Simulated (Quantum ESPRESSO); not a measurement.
**CrB2: parallel and opposed starts**

Wanted: the moments of CrB2 and the energy of each order that was tried.

Method: PBEsol; plane waves with GBRV 1.5 PBEsol potentials, no spin-orbit coupling, in Quantum ESPRESSO 7.5.

## (1) The structure

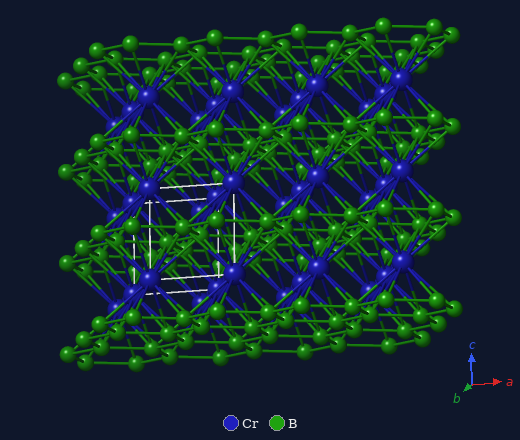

The starting structure, seen slightly off an axis (chromium blue, boron green). 3×2×2 cells are drawn. Some periodic images of atoms are drawn too.

Coordinates:

```cif
data_structure
_symmetry_space_group_name_H-M 'P6/mmm'
_symmetry_Int_Tables_number 191
_cell_length_a 2.9700
_cell_length_b 2.9700
_cell_length_c 3.0700
_cell_angle_alpha 90.000
_cell_angle_beta 90.000
_cell_angle_gamma 120.000
_cell_volume 23.45
loop_
_atom_site_label
_atom_site_type_symbol
_atom_site_symmetry_multiplicity
_atom_site_Wyckoff_symbol
_atom_site_fract_x
_atom_site_fract_y
_atom_site_fract_z
_atom_site_occupancy
Cr1 Cr 1 a 0.00000 0.00000 0.00000 1
B1 B 2 d 0.33333 0.66667 0.50000 1
```

The cell comes from the Crystallography Open Database.

## (2) Start 1: ferro +

The signs are those of the starting moments on the seeded atoms, the atoms that are given a moment.

Contents of pw.in:

```
&CONTROL
  calculation = 'scf'
  prefix = 'pwscf'
  outdir = './tmp'
  pseudo_dir = './pseudo'
  disk_io = 'nowf'
/
&SYSTEM
  ibrav = 0
  celldm(1) = 8
  nat = 3
  ntyp = 2
  ecutwfc = 40
  ecutrho = 280
  nbnd = 18
  occupations = 'smearing'
  smearing = 'fd'
  degauss = 0.00367493
  nspin = 2
  starting_magnetization(1) = 0.1786
  starting_magnetization(2) = 0
/
&ELECTRONS
  conv_thr = 6d-09
  electron_maxstep = 150
  mixing_beta = 0.3
/
ATOMIC_SPECIES
Cr     51.9961 cr_pbesol_v1.5.uspp.F.UPF
B      10.8100 b_pbesol_v1.4.uspp.F.UPF
CELL_PARAMETERS alat
   0.7015608237673    0.0000000000000    0.0000000000000
  -0.3507804118837    0.6075694956730    0.0000000000000
   0.0000000000000    0.0000000000000    0.7251824003251
ATOMIC_POSITIONS crystal
Cr      0.0000000000    0.0000000000    0.0000000000
B       0.3333333333    0.6666666667    0.5000000000
B       0.6666666667    0.3333333333    0.5000000000
K_POINTS automatic
14 14 12 0 0 0
```

Launch:

```
> OMP_NUM_THREADS=1 mpirun -n 4 pw.x -nk 4 -in pw.in > pw.out
```

Output:

```text
Program PWSCF v.7.5 starts

     Message from routine setup:
     using ibrav=0 with symmetry is DISCOURAGED, use correct ibrav instead

     K-points division:     npool     =       4
     Subspace diagonalization in iterative solution of the eigenvalue problem:

     G-vector sticks info
     --------------------
     sticks:   dense  smooth     PW     G-vecs:    dense   smooth      PW
     Sum         595     349    121                12505     5399    1021

     Using Slab Decomposition

     bravais-lattice index     =            0
     lattice parameter (alat)  =       8.0000  a.u.
     unit-cell volume          =     158.2627 (a.u.)^3
     number of atoms/cell      =            3
     number of atomic types    =            2
     number of electrons       =        20.00
     number of Kohn-Sham states=           18
     kinetic-energy cutoff     =      40.0000  Ry
     charge density cutoff     =     280.0000  Ry
     scf convergence threshold =      6.0E-09
     mixing beta               =       0.3000
     number of iterations used =            8  plain     mixing
     Exchange-correlation= SLA  PW   PSX  PSC
                           (   1   4  10   8   0   0   0)

     celldm(1)=   8.000000  celldm(2)=   0.000000  celldm(3)=   0.000000
     celldm(4)=   0.000000  celldm(5)=   0.000000  celldm(6)=   0.000000

     crystal axes: (cart. coord. in units of alat)
               a(1) = (   0.701561   0.000000   0.000000 )
               a(2) = (  -0.350780   0.607569   0.000000 )
               a(3) = (   0.000000   0.000000   0.725182 )

     reciprocal axes: (cart. coord. in units 2 pi/alat)
               b(1) = (  1.425393  0.822951 -0.000000 )
               b(2) = (  0.000000  1.645902  0.000000 )
               b(3) = (  0.000000 -0.000000  1.378963 )

     PseudoPot. # 1 for Cr read from file:
     cr_pbesol_v1.5.uspp.F.UPF
     Pseudo is Ultrasoft + core correction, Zval = 14.0
     Generated by new atomic code, or converted to UPF format
     Using radial grid of  857 points,  6 beta functions with:
                l(1) =   0
                l(2) =   0
                l(3) =   1
                l(4) =   1
                l(5) =   2
                l(6) =   2
     Q(r) pseudized with  8 coefficients,  rinner =    0.950   0.950   0.950
                                                       0.950   0.950

     PseudoPot. # 2 for B  read from file:
     b_pbesol_v1.4.uspp.F.UPF
     Pseudo is Ultrasoft + core correction, Zval =  3.0
     Generated by new atomic code, or converted to UPF format
     Using radial grid of  781 points,  4 beta functions with:
                l(1) =   0
                l(2) =   0
                l(3) =   1
                l(4) =   1
     Q(r) pseudized with  8 coefficients,  rinner =    1.100   1.100   1.100

     atomic species   valence    mass     pseudopotential
     Cr               14.00    51.99610     Cr( 1.00)
     B                 3.00    10.81000     B ( 1.00)

     Starting magnetic structure
     atomic species   magnetization
     Cr              0.179
     B               0.000

     24 Sym. Ops., with inversion, found

   Cartesian axes

     site n.     atom                  positions (alat units)
         1        Cr     tau(   1) = (   0.0000000   0.0000000   0.0000000  )
         2        B      tau(   2) = (  -0.0000000   0.4050463   0.3625912  )
         3        B      tau(   3) = (   0.3507804   0.2025232   0.3625912  )

     number of k points=   168  Fermi-Dirac smearing, width (Ry)=  0.0037

     Number of k-points >= 100: set verbosity='high' to print them.

     Dense  grid:    12505 G-vectors     FFT dimensions: (  30,  30,  32)

     Smooth grid:     5399 G-vectors     FFT dimensions: (  24,  24,  24)

     Check: negative core charge=   -0.000006
     Generating pointlists ...
     new r_m :   0.2242 (alat units)  1.7940 (a.u.) for type    1
     new r_m :   0.1671 (alat units)  1.3367 (a.u.) for type    2

     Initial potential from superposition of free atoms

     starting charge      18.9994, renormalised to      20.0000

     negative rho (up, down):  9.754E-04 6.746E-04
     Starting wfcs are   18 randomized atomic wfcs

     Self-consistent Calculation

     iteration #  1     ecut=    40.00 Ry     beta= 0.30
     Davidson diagonalization with overlap
     ethr =  1.00E-02,  avg # of iterations =  4.1

     negative rho (up, down):  1.122E-03 1.033E-03

     total energy              =    -187.06557884 Ry
     estimated scf accuracy    <       3.94720876 Ry

     total magnetization       =     0.66 Bohr mag/cell
     absolute magnetization    =     0.74 Bohr mag/cell

     iteration #  2     ecut=    40.00 Ry     beta= 0.30
     Davidson diagonalization with overlap
     ethr =  1.00E-02,  avg # of iterations =  2.3

     negative rho (up, down):  7.778E-04 1.005E-03

     total energy              =    -187.85791395 Ry
     estimated scf accuracy    <       2.00208704 Ry

     total magnetization       =     1.56 Bohr mag/cell
     absolute magnetization    =     1.87 Bohr mag/cell

     iteration #  3     ecut=    40.00 Ry     beta= 0.30
     Davidson diagonalization with overlap
     ethr =  1.00E-02,  avg # of iterations =  1.0

     negative rho (up, down):  5.317E-04 1.202E-03

     total energy              =    -188.17257761 Ry
     estimated scf accuracy    <       0.04849487 Ry

     total magnetization       =     1.50 Bohr mag/cell
     absolute magnetization    =     1.62 Bohr mag/cell

     [... further iterations left out ...]

     iteration # 11     ecut=    40.00 Ry     beta= 0.30
     Davidson diagonalization with overlap
     ethr =  7.86E-08,  avg # of iterations =  1.0

     negative rho (up, down):  2.486E-04 1.325E-03

     total energy              =    -188.18422648 Ry
     estimated scf accuracy    <       0.00000586 Ry

     total magnetization       =     1.21 Bohr mag/cell
     absolute magnetization    =     1.31 Bohr mag/cell

     iteration # 12     ecut=    40.00 Ry     beta= 0.30
     Davidson diagonalization with overlap
     ethr =  2.93E-08,  avg # of iterations =  2.0

     negative rho (up, down):  2.489E-04 1.324E-03

     total energy              =    -188.18424319 Ry
     estimated scf accuracy    <       0.00000004 Ry

     total magnetization       =     1.19 Bohr mag/cell
     absolute magnetization    =     1.28 Bohr mag/cell

     iteration # 13     ecut=    40.00 Ry     beta= 0.30
     Davidson diagonalization with overlap
     ethr =  2.09E-10,  avg # of iterations =  2.9

     negative rho (up, down):  2.476E-04 1.326E-03

     total energy              =    -188.18424323 Ry
     estimated scf accuracy    <       0.00000004 Ry

     total magnetization       =     1.18 Bohr mag/cell
     absolute magnetization    =     1.27 Bohr mag/cell

     iteration # 14     ecut=    40.00 Ry     beta= 0.30
     Davidson diagonalization with overlap
     ethr =  2.09E-10,  avg # of iterations =  2.0

     negative rho (up, down):  2.476E-04 1.326E-03

     Magnetic moment per site  (integrated on atomic sphere of radius R)
     atom   1 (R=0.224)  charge= 11.8133  magn=  1.1251
     atom   2 (R=0.167)  charge=  1.3267  magn= -0.0131
     atom   3 (R=0.167)  charge=  1.3267  magn= -0.0131

     End of self-consistent calculation

     Number of k-points >= 100: set verbosity='high' to print the bands.

     the Fermi energy is    16.4112 ev

!    total energy              =    -188.18424334 Ry
     estimated scf accuracy    <          1.1E-09 Ry
     smearing contrib. (-TS)   =      -0.00130448 Ry
     internal energy E=F+TS    =    -188.18293886 Ry

     The total energy is F=E-TS. E is the sum of the following terms:
     one-electron contribution =     -69.36336678 Ry
     hartree contribution      =      45.85876209 Ry
     xc contribution           =     -28.31235019 Ry
     ewald contribution        =    -136.36598398 Ry

     total magnetization       =     1.19 Bohr mag/cell
     absolute magnetization    =     1.28 Bohr mag/cell

     convergence has been achieved in  14 iterations

=------------------------------------------------------------------------------=
   JOB DONE.
=------------------------------------------------------------------------------=
```

Elapsed: 29 s, on 4 MPI ranks of Intel Xeon at 2.70GHz, shared host; peak memory 0.33 GiB; 1.9 min of CPU time.

Spin moment in the atom's sphere by atom:

```
atom  spin moment in the atom's sphere (μB)
 Cr1                                   1.13
  B2                                  -0.01
  B3                                  -0.01
```

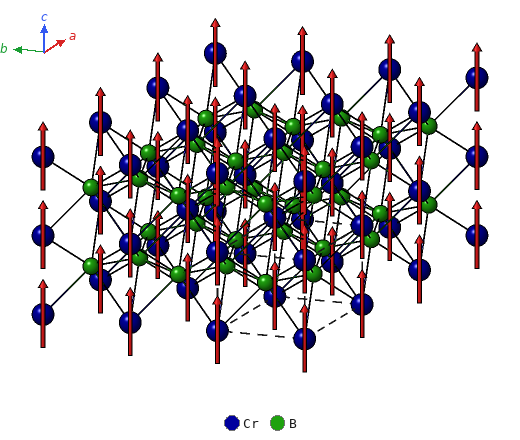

Spin moment in the atom's sphere as arrows, the longest 1.13 μB. Up and down stand for the sign. Arrows give size and sign along the axis of quantisation, drawn up and down the page. 3×3×2 cells are drawn. Some periodic images of atoms are drawn too.

This step gave:

| Property | Result |
| --- | --- |
| smearing term TS | 0.01775 eV |
| magnetization | 1.187 μB |
| absolute magnetization | 1.276 μB |
| final state | ferromagnetic |

## (3) Run 2, typed as antiferro q=(0,1/2,0) +−

This order needs a doubled cell of 6 atoms. The wavevector q is in fractions of the reciprocal vectors of the crystal's primitive cell, as the cells of these inputs are built from it; moments change sign between cells as cos(2π q·R).

Contents of pw.in:

```
&CONTROL
  calculation = 'scf'
  prefix = 'pwscf'
  outdir = './tmp'
  pseudo_dir = './pseudo'
  disk_io = 'nowf'
/
&SYSTEM
  ibrav = 0
  celldm(1) = 8
  nat = 6
  ntyp = 3
  ecutwfc = 40
  ecutrho = 280
  nbnd = 29
  occupations = 'smearing'
  smearing = 'fd'
  degauss = 0.00367493
  nspin = 2
  starting_magnetization(1) = 0.1786
  starting_magnetization(2) = -0.1786
  starting_magnetization(3) = 0
/
&ELECTRONS
  conv_thr = 1.2d-08
  electron_maxstep = 150
  mixing_beta = 0.3
/
ATOMIC_SPECIES
Cr1    51.9961 cr_pbesol_v1.5.uspp.F.UPF
Cr2    51.9961 cr_pbesol_v1.5.uspp.F.UPF
B      10.8100 b_pbesol_v1.4.uspp.F.UPF
CELL_PARAMETERS alat
   0.7015608237673    0.0000000000000    0.0000000000000
  -0.7015608237673    1.2151389913461    0.0000000000000
   0.0000000000000    0.0000000000000    0.7251824003251
ATOMIC_POSITIONS crystal
Cr1     0.0000000000    0.0000000000    0.0000000000
Cr2     0.0000000000    0.5000000000    0.0000000000
B       0.3333333333    0.3333333334    0.5000000000
B       0.3333333333    0.8333333333    0.5000000000
B       0.6666666667    0.1666666666    0.5000000000
B       0.6666666667    0.6666666666    0.5000000000
K_POINTS automatic
14 7 12 0 0 0
```

Output:

```text
[banner, memory and clock lines left out]
Program PWSCF v.7.5 starts

     Message from routine setup:
     using ibrav=0 with symmetry is DISCOURAGED, use correct ibrav instead

     bravais-lattice index     =            0
     lattice parameter (alat)  =       8.0000  a.u.
     unit-cell volume          =     316.5254 (a.u.)^3
     number of atoms/cell      =            6
     number of atomic types    =            3
     number of electrons       =        40.00
     number of Kohn-Sham states=           29
     kinetic-energy cutoff     =      40.0000  Ry
     charge density cutoff     =     280.0000  Ry
     scf convergence threshold =      1.2E-08
     mixing beta               =       0.3000
     number of iterations used =            8  plain     mixing
     Exchange-correlation= SLA  PW   PSX  PSC
                           (   1   4  10   8   0   0   0)

     celldm(1)=   8.000000  celldm(2)=   0.000000  celldm(3)=   0.000000
     celldm(4)=   0.000000  celldm(5)=   0.000000  celldm(6)=   0.000000

     crystal axes: (cart. coord. in units of alat)
               a(1) = (   0.701561   0.000000   0.000000 )
               a(2) = (  -0.701561   1.215139   0.000000 )
               a(3) = (   0.000000   0.000000   0.725182 )

     reciprocal axes: (cart. coord. in units 2 pi/alat)
               b(1) = (  1.425393  0.822951 -0.000000 )
               b(2) = (  0.000000  0.822951  0.000000 )
               b(3) = (  0.000000 -0.000000  1.378963 )

     PseudoPot. # 1 for Cr read from file:
     cr_pbesol_v1.5.uspp.F.UPF
     Pseudo is Ultrasoft + core correction, Zval = 14.0

     PseudoPot. # 2 for Cr read from file:
     cr_pbesol_v1.5.uspp.F.UPF
     Pseudo is Ultrasoft + core correction, Zval = 14.0

     PseudoPot. # 3 for B  read from file:
     b_pbesol_v1.4.uspp.F.UPF
     Pseudo is Ultrasoft + core correction, Zval =  3.0

     atomic species   valence    mass     pseudopotential
     Cr1              14.00    51.99610     Cr( 1.00)
     Cr2              14.00    51.99610     Cr( 1.00)
     B                 3.00    10.81000     B ( 1.00)

     Starting magnetic structure
     atomic species   magnetization
     Cr1             0.179
     Cr2            -0.179
     B               0.000

      8 Sym. Ops., with inversion, found

   Cartesian axes

     site n.     atom                  positions (alat units)
         1        Cr1    tau(   1) = (   0.0000000   0.0000000   0.0000000  )
         2        Cr2    tau(   2) = (  -0.3507804   0.6075695   0.0000000  )
         3        B      tau(   3) = (  -0.0000000   0.4050463   0.3625912  )
         4        B      tau(   4) = (  -0.3507804   1.0126158   0.3625912  )
         5        B      tau(   5) = (   0.3507804   0.2025232   0.3625912  )
         6        B      tau(   6) = (   0.0000000   0.8100927   0.3625912  )

     number of k points=   224  Fermi-Dirac smearing, width (Ry)=  0.0037

     Number of k-points >= 100: set verbosity='high' to print them.

     Dense  grid:    25033 G-vectors     FFT dimensions: (  30,  60,  32)

     Smooth grid:    10819 G-vectors     FFT dimensions: (  24,  45,  24)

     Check: negative core charge=   -0.000006
     Generating pointlists ...
     new r_m :   0.2242 (alat units)  1.7940 (a.u.) for type    1
     new r_m :   0.2242 (alat units)  1.7940 (a.u.) for type    2
     new r_m :   0.1671 (alat units)  1.3367 (a.u.) for type    3

     Initial potential from superposition of free atoms

     starting charge      37.9988, renormalised to      40.0000

     negative rho (up, down):  1.650E-03 1.650E-03
     Starting wfcs are   36 randomized atomic wfcs

     Self-consistent Calculation

     iteration #  1     ecut=    40.00 Ry     beta= 0.30
     Davidson diagonalization with overlap
     ethr =  1.00E-02,  avg # of iterations =  3.2

     negative rho (up, down):  2.153E-03 2.154E-03

     total energy              =    -374.16451641 Ry
     estimated scf accuracy    <       7.81271362 Ry

     total magnetization       =     0.00 Bohr mag/cell
     absolute magnetization    =     1.61 Bohr mag/cell

     iteration #  2     ecut=    40.00 Ry     beta= 0.30
     Davidson diagonalization with overlap
     ethr =  1.00E-02,  avg # of iterations =  3.6

     negative rho (up, down):  1.783E-03 1.783E-03

     total energy              =    -375.74191539 Ry
     estimated scf accuracy    <       3.80664549 Ry

     total magnetization       =     0.00 Bohr mag/cell
     absolute magnetization    =     3.60 Bohr mag/cell

     [... further iterations left out ...]

     iteration # 14     ecut=    40.00 Ry     beta= 0.30
     Davidson diagonalization with overlap
     ethr =  6.23E-10,  avg # of iterations =  2.5

     negative rho (up, down):  1.573E-03 1.573E-03

     total energy              =    -376.37410222 Ry
     estimated scf accuracy    <       0.00000002 Ry

     total magnetization       =     0.00 Bohr mag/cell
     absolute magnetization    =     2.81 Bohr mag/cell

     iteration # 15     ecut=    40.00 Ry     beta= 0.30
     Davidson diagonalization with overlap
     ethr =  4.71E-11,  avg # of iterations =  2.7

     negative rho (up, down):  1.573E-03 1.573E-03

     Magnetic moment per site  (integrated on atomic sphere of radius R)
     atom   1 (R=0.224)  charge= 11.8131  magn=  1.2107
     atom   2 (R=0.224)  charge= 11.8130  magn= -1.2106
     atom   3 (R=0.167)  charge=  1.3274  magn=  0.0076
     atom   4 (R=0.167)  charge=  1.3274  magn= -0.0076
     atom   5 (R=0.167)  charge=  1.3274  magn= -0.0076
     atom   6 (R=0.167)  charge=  1.3274  magn=  0.0076

     End of self-consistent calculation

     Number of k-points >= 100: set verbosity='high' to print the bands.

     the Fermi energy is    16.4595 ev

!    total energy              =    -376.37410224 Ry
     estimated scf accuracy    <          5.0E-09 Ry
     smearing contrib. (-TS)   =      -0.00195811 Ry
     internal energy E=F+TS    =    -376.37214413 Ry

     The total energy is F=E-TS. E is the sum of the following terms:
     one-electron contribution =    -138.72072681 Ry
     hartree contribution      =      91.71967563 Ry
     xc contribution           =     -56.63912499 Ry
     ewald contribution        =    -272.73196797 Ry

     total magnetization       =     0.00 Bohr mag/cell
     absolute magnetization    =     2.81 Bohr mag/cell

     convergence has been achieved in  15 iterations
```

Elapsed: 2 min, on 4 MPI ranks; peak memory 0.62 GiB.

Spin moment in the atom's sphere by atom:

```
atom  spin moment in the atom's sphere (μB)
 Cr1                                   1.21
 Cr2                                  -1.21
  B3                                   0.01
  B4                                  -0.01
  B5                                  -0.01
  B6                                   0.01
```

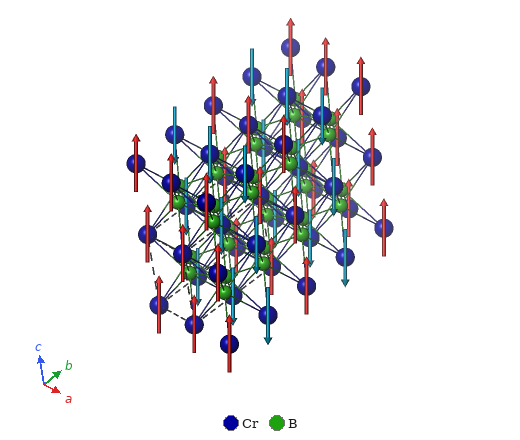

Spin moment in the atom's sphere as arrows, the longest 1.21 μB. Up and down stand for the sign. Arrows give size and sign along the axis of quantisation, drawn up and down the page. The two directions have two colours. 2×2×2 cells are drawn. Some periodic images of atoms are drawn too.

This step gave:

```
smearing term TS       : 0.02664 eV
magnetization          : 0 μB
absolute magnetization : 2.806 μB
final state            : antiferromagnetic
```

(Continued in part 2 of 2.)

[Logs and program files are shortened in this print: banners, set-up blocks, solver, clock and traceback lines can be left out without a mark of their own.]

[Logs are printed without paths, hosts, clocks, repeated set-up lines and the standing remarks that a program may print on its own settings, such as how far it seeks lower states.]

[Hosts, paths, dates, database ids (printed as entryN), source tags and the programs' standing remarks are cut or masked in the printed files.]

[Where a cell is said to come from a database of computed structures, the database is the Materials Project.]
